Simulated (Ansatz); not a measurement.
# Al6N6: what the fields show

```xyz
12

Al   -0.9752    1.3719   -1.0507
Al    1.0914   -1.1984    1.2153
Al    0.7164    1.2247    1.3678
Al    1.3374   -0.3154   -1.1302
Al   -1.1676   -1.4298   -0.7261
Al   -1.5379    0.0286    1.4887
N     2.0378    0.2960    0.4644
N    -0.9779    1.7179    0.7137
N     0.1651    0.5804   -2.2755
N     0.0539   -0.2470    2.4068
N    -1.3158   -0.1198   -2.0620
N     0.5724   -1.9091   -0.4122
```

Geometry: PBE-D4/def2-SVP.

Level of theory: RKS PBE0-D4/def2-TZVP in Ansatz.

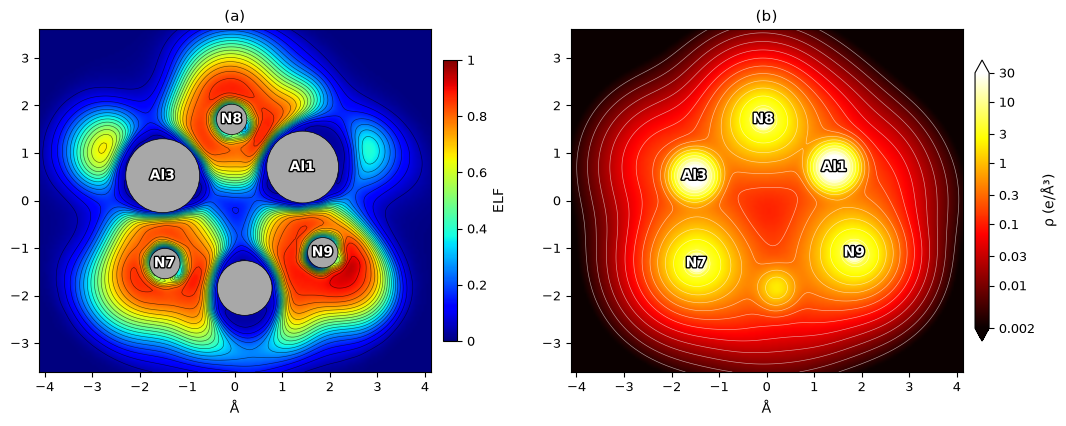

Figure 1. (a) electron localisation function; (b) total electron density on the plane of atoms N8, Al1 and N9. Grey discs cover the atomic cores in the ELF map.

Interpret the plot.

Atoms in the plane: Al and N.
Al–N (1.80 Å): ρ at the midpoint is about 0.79 e/Å³; the ELF peaks at about 0.85 in the valence shell of N, 0.7 Å from its nucleus, and is about 0.55 at the midpoint.
Al–N (1.85 Å): ρ at the midpoint is about 0.71 e/Å³; the ELF peaks at about 0.80 in the valence shell of N, 0.6 Å from its nucleus, and is about 0.55 at the midpoint.
Al–N (1.88 Å): the density is about 0.68 e/Å³ at the midpoint; the ELF peaks at about 0.85 in the valence shell of N, 0.7 Å from its nucleus, and is about 0.65 at the midpoint.
The ELF also peaks beside N7, N9 and N8, away from the bonds: lone-pair regions.

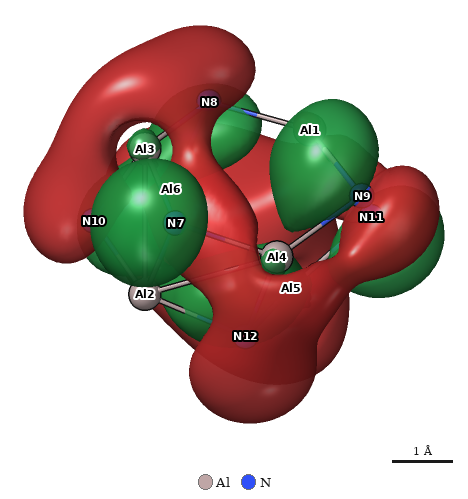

Figure 2. The HOMO−1 at ±0.05 Å⁻³ᐟ² (green and red are the two phases), seen at an oblique angle.

Describe this orbital and give its energy.

Its weight (Hirshfeld) is mainly on Al6 (about 20 %), Al5 (about 20 %), N7 (about 10 %), N12 (about 10 %), N9 (about 10 %) and N11 (about 5 %). Its energy is −6.44 eV.

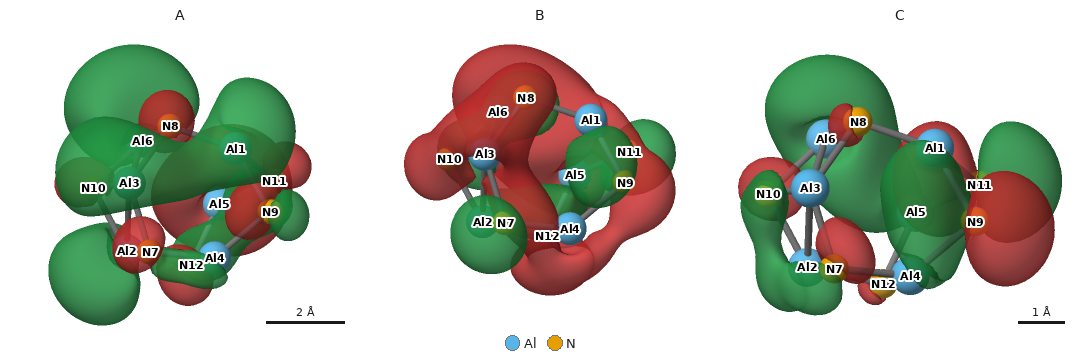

Figure 3. Three frontier orbitals at ±0.05 Å⁻³ᐟ² (green and red are the two phases), in no order.

Order the three orbitals by energy and name them.

B is the HOMO−1 (−6.44 eV). Its weight (Hirshfeld) is mainly on Al6 (about 20 %), Al5 (about 20 %), N7 (about 10 %), N12 (about 10 %), N9 (about 10 %) and N11 (about 5 %). C is the HOMO (−5.51 eV). It lies mainly on N11 (about 30 %), N9 (about 30 %), Al6 (about 10 %), Al5 (about 5 %) and Al1 (about 5 %). A is the LUMO (−2.85 eV). By Hirshfeld shares it lies mainly on Al5 (about 25 %), Al6 (about 20 %), Al3 (about 10 %), Al2 (about 10 %) and Al1 (about 10 %).

What is the HOMO–LUMO gap?

2.66 eV between the orbital energies.
